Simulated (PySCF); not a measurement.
Input

```
{"job": {"kind": "nmr", "xc": "PBE0", "basis": "pcSseg-1"}, "charge": 0, "multiplicity": 1}
C      2.494679     0.203823    -0.179756
C      1.505901    -0.415485    -0.473018
P      0.147851    -1.482183    -0.835324
C     -1.213513    -0.535563     0.030342
P     -1.464319     1.274655    -0.334216
H      3.340028     0.782684     0.055660
H     -0.077279    -0.923151    -2.107289
H     -2.156012    -1.048634    -0.196335
H     -1.058348    -0.637979     1.110953
H     -1.393883     1.153427    -1.723984
H     -0.119681     1.631077    -0.253235
```

Launched as:

```sh
OMP_NUM_THREADS=1 python probes_run.py task.json out
```

Geometry: GFN2-xTB.

All numbers below come from PySCF 2.14.0, PBE0/pcSseg-1, SCF density, gas phase, non-relativistic.

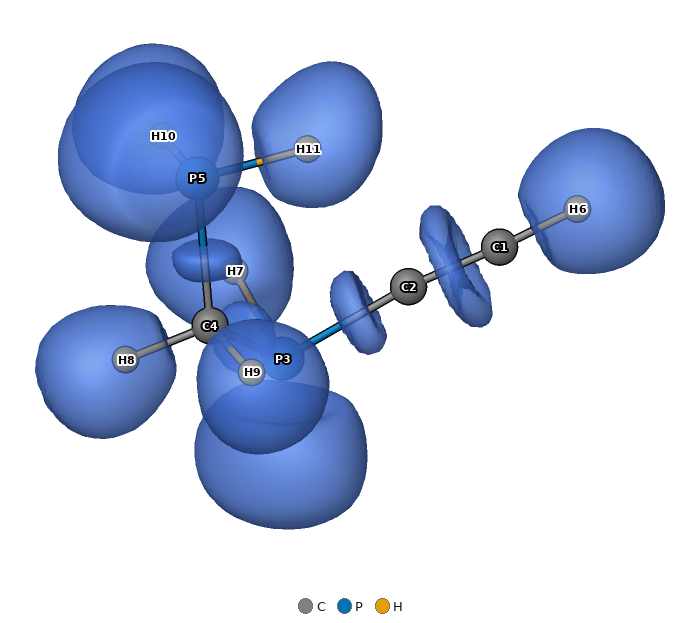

C$_{3}$H$_{6}$P$_{2}$ (SMILES C#CPCP). Isosurface of the electron localisation function at 0.85 (blue), seen at a tilt. Core shells and regions of very low density are left out.

Question: Where are the electrons localised?

Answer: The surface consists of one region between bonded C–C atoms (shared pairs), three regions between bonded C–P atoms (shared pairs), six regions around hydrogen nuclei and two lobes on P, pointing away from the bonds (lone pairs).

Values along the shortest contacts:
C–C (1.20 Å): the ELF peaks at about 0.85 between the atoms; a short, multiple covalent bond. C–P (1.76 Å): the ELF peaks at about 0.95 between the atoms (a shared electron pair).
